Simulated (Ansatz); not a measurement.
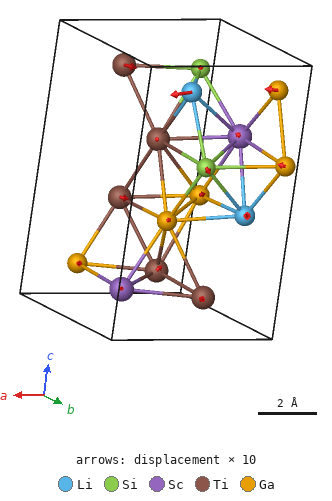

A relaxation of solid Li2Sc2Ti5Ga5Si2 (a generated structure, set up in P1) (coarse preliminary run). The starting structure is drawn; red arrows show the displacements (the part carried along by the change of the cell is left out), magnified 10 times.

A ball-and-stick model of the cell of the calculation, seen from a free direction.

Case: elements placed on the hcp lattice at random, relaxed further on a centred mesh.

Computed with Ansatz, DFT PBE, scalar-relativistic, plane waves, PAW.

The input:
```yaml
crystal:
  lattice:
    - [2.7289680805, -4.9107430048, -0.4305647571]
    - [2.9598402985, 5.0440371424, -0.4499546111]
    - [-1.408830992, -0.01791158, 9.5925707377]
  atoms:
    - { symbol: Li, position: [0.590811356, 0.7805507481, 0.8678525911] }
    - { symbol: Li, position: [0.0448793266, 0.6120028889, 0.3864234587] }
    - { symbol: Si, position: [0.5197708709, 0.9218039861, 0.6160554649] }
    - { symbol: Si, position: [0.27110765, 0.3130141914, 0.8743569555] }
    - { symbol: Sc, position: [0.0318696851, 0.4228989378, 0.6440346294] }
    - { symbol: Sc, position: [0.7901233882, 0.6841469894, 0.1318426226] }
    - { symbol: Ti, position: [0.284462261, 0.1866987892, 0.1138614678] }
    - { symbol: Ti, position: [0.5299804392, 0.4090154365, 0.632763383] }
    - { symbol: Ti, position: [0.26172772, 0.6631952655, 0.096367752] }
    - { symbol: Ti, position: [0.5267019866, 0.0996871951, 0.3677409367] }
    - { symbol: Ti, position: [0.7256051889, 0.272533458, 0.8816741026] }
    - { symbol: Ga, position: [0.7813249587, 0.1820095157, 0.1415300409] }
    - { symbol: Ga, position: [0.02372432, 0.9155400273, 0.6183675245] }
    - { symbol: Ga, position: [0.0555698607, 0.1394637385, 0.3807951209] }
    - { symbol: Ga, position: [0.5262780466, 0.6135083503, 0.3684784259] }
    - { symbol: Ga, position: [0.0609847507, 0.7917794099, 0.875192479] }
  symmetry: { detect: false }
basis:
  ecutwfc: 420
kpoints:
  mp_grid: { grid: [5, 4, 3] }
hamiltonian:
  xc: pbe
scf:
  occupations: { method: gaussian, width: 0.1 }
  lower_state_search: "off"
output:
  forces: true
  stress: true
  eigenvalues: true
relax:
  adjacent_minimum: "off"
  f_tol: 0.04
  max_steps: 25
  cell: { stress_tol: 0.3 }
```

Run as
```bash
ansatz run input.yaml --threads 4 --pin off --max-ram 9216MiB --backend cpu --events-out ev --progress --plain --runs-dir out
```

> Atoms of which element are displaced furthest, and by how much?

Lithium: up to 0.085 Å, against 0.052 Å for gallium.

> What did the optimiser do to the structure, and how much energy did it gain?

The atom that moves furthest relative to the cell is Li1 (0.085 Å along [3 1 0]). By element the largest moves are Li 0.085 Å, Ga 0.052 Å, Ti 0.050 Å, Si 0.030 Å, Sc 0.023 Å. The drawn cell changes at constant volume: a 5.635 → 5.664 Å (+0.5 %), b 5.866 → 5.899 Å (+0.6 %), c 9.695 → 9.668 Å (−0.3 %), α 98.7° → 98.6°, β 98.3° → 97.9°, γ 119.9° → 120.9°. Among the contacts that change: Si4–Ti11 2.975 → 3.035 Å, Si3–Ga13 2.855 → 2.915 Å, Sc5–Ti10 3.123 → 3.166 Å, Ti7–Ti9 2.986 → 3.027 Å. The space group stays P1 (No. 1). After 4 accepted moves (5 points after the start) the energy has fallen by 11.2 meV per cell of the calculation. The largest force component goes from 0.07 to 0.033 eV/Å. The pressure goes from 0.01 to 0.01 GPa. At 1 point the geometry stayed and the basis and grid were re-selected for the new cell (energy shift of less than 0.05 meV per cell of the calculation at most each time).
